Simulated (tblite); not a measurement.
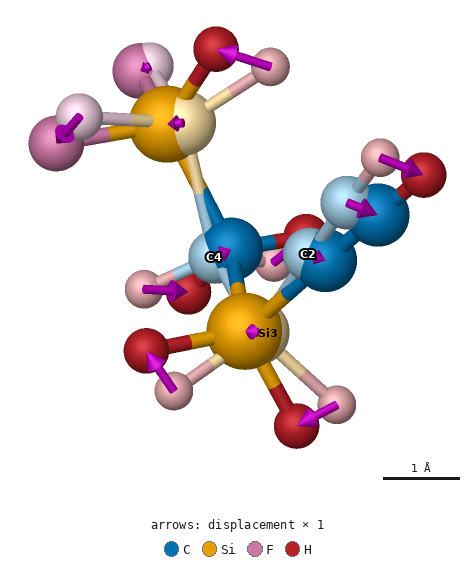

A relaxation of C$_{3}$H$_{6}$F$_{2}$Si$_{2}$. The starting structure is drawn faded, the final one solid; purple arrows show the displacements, at their true length. The two geometries are superimposed by the best rigid fit.

Style: ball-and-stick. Shown from a free direction.

Theory: GFN2-xTB geometry optimisation, gas phase (tblite). 

> What happened in the run?

An H atom moves most after the best rigid fit: 0.78 Å. By element the largest moves are H 0.78 Å, F 0.66 Å, C 0.45 Å, Si 0.23 Å. Some distances before and after: F–Si 1.696 → 1.602 Å, C–Si 1.856 → 1.910 Å, C–Si 1.798 → 1.851 Å, C–C 1.234 → 1.202 Å. Among the angles between lasting bonds that change: C–Si–H 112.4° → 119.3°, F–Si–H 113.6° → 107.7°, C–Si–C 112.4° → 107.2°. Groups turn about C–Si by about 40°. Over 139 geometry steps the energy falls by 48.7 kJ/mol. The run took 3 s on 1 thread of Intel(R) Xeon(R) Processor @ 2.50GHz, with other jobs on the host.
